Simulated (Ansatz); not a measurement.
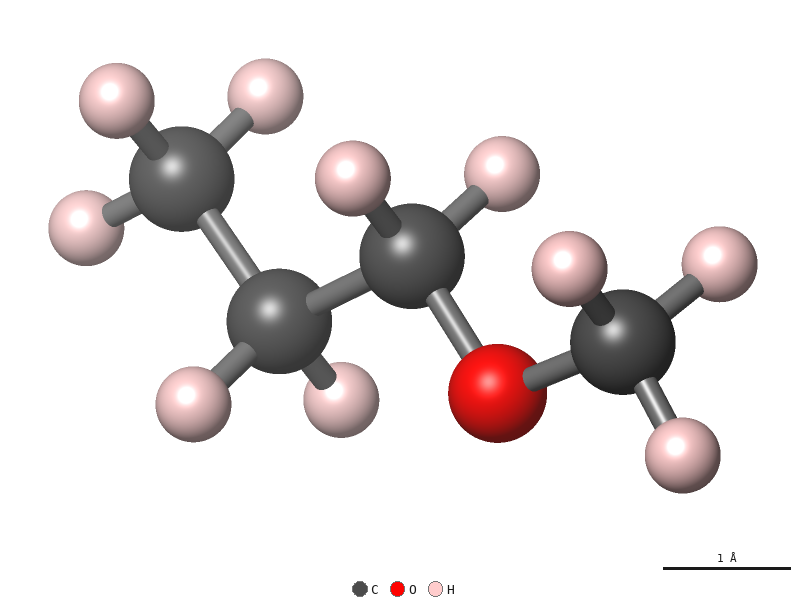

The structure as it stands in the input.

Ansatz 0.2.0 input:

```yaml
crystal:
  periodic: [false, false, false]
  atoms:
    - {symbol: C, position_ang: [-2.290242, 0.014697, 0.222947]}
    - {symbol: C, position_ang: [-1.046587, -0.118331, -0.638136]}
    - {symbol: C, position_ang: [0.221241, 0.026049, 0.169116]}
    - {symbol: O, position_ang: [1.330922, -0.105312, -0.679933]}
    - {symbol: C, position_ang: [2.544619, 0.017885, 0.003782]}
    - {symbol: H, position_ang: [-2.317498, -0.750011, 1.004260]}
    - {symbol: H, position_ang: [-3.197347, -0.092256, -0.374784]}
    - {symbol: H, position_ang: [-2.331844, 0.990672, 0.714588]}
    - {symbol: H, position_ang: [-1.031707, -1.090877, -1.139240]}
    - {symbol: H, position_ang: [-1.045665, 0.640070, -1.426807]}
    - {symbol: H, position_ang: [0.243090, 1.007396, 0.672012]}
    - {symbol: H, position_ang: [0.257745, -0.740184, 0.961565]}
    - {symbol: H, position_ang: [3.348552, -0.095657, -0.724063]}
    - {symbol: H, position_ang: [2.639032, 1.001171, 0.486832]}
    - {symbol: H, position_ang: [2.653789, -0.756011, 0.777261]}
basis:
  gaussian: {orbitals: def2-mTZVP}
hamiltonian: {xc: {name: r2SCAN50}, dispersion: d3bj, pseudopotentials: {relativity: scalar}}
accuracy: high
```

Command:

```sh
ansatz run in.yaml --threads 4 --pin off --events-out ev --progress --plain --max-ram 10444MiB
```

Output:

```
Warning: the engine holds no damping parameters fitted to this dispersion correction and functional, so the run takes those fitted to r2scan50 beside the three-body term, which d3bj leaves out (hamiltonian.dispersion, under Limitations)
Functional definition: r2SCAN50
  name "r2SCAN50"
  cite "Bursch, Neugebauer, Ehlert & Grimme, J. Chem. Phys. 156, 134105 (2022) doi:10.1063/5.0086040"
  cite "Furness, Kaplan, Ning, Perdew & Sun, J. Phys. Chem. Lett. 11, 8208 (2020) doi:10.1021/acs.jpclett.0c02405"
  cite "Furness, Kaplan, Ning, Perdew & Sun, J. Phys. Chem. Lett. 11, 9248 (2020) doi:10.1021/acs.jpclett.0c03077"
  parent r2scan
  parameter a = 0.5
  parameter k0 = 0.174
  parameter k1 = 0.065
  parameter a1 = 4.9479
  exchange = (1 - a)*r2scan_x(k0 = k0, k1 = k1, a1 = a1) + a*exact_x
  correlation = r2scan_c
2856 factors; integrals over basis functions are off by at most 1.6e-8 eV
mean field evaluation 1: about -6351.9588 eV, gradient 5.1e1 eV
mean field evaluation 2: about -6354.1015 eV, gradient 4.1e1 eV
mean field evaluation 4: about -6357.6794 eV, gradient 2.3e0 eV
mean field evaluation 8: about -6357.7792 eV, gradient 9.6e-2 eV
mean field evaluation 16: about -6357.7792 eV, gradient 8.5e-6 eV
mean field -6357.77920169 eV, -233.6440762046 hartree, gradient 5.5e-8 eV, S^2 0.000000; 0 other end points of the search recorded, 0 dependent functions left out
reference -6357.77920233 eV, -233.6440762281 hartree; 21, 21 occupied and 109, 109 virtual orbitals, 2856 factors
Total energy: -6357.86722325 eV, -233.6473109371 hartree
Relativity: scalar
```

Self-consistency was reached.
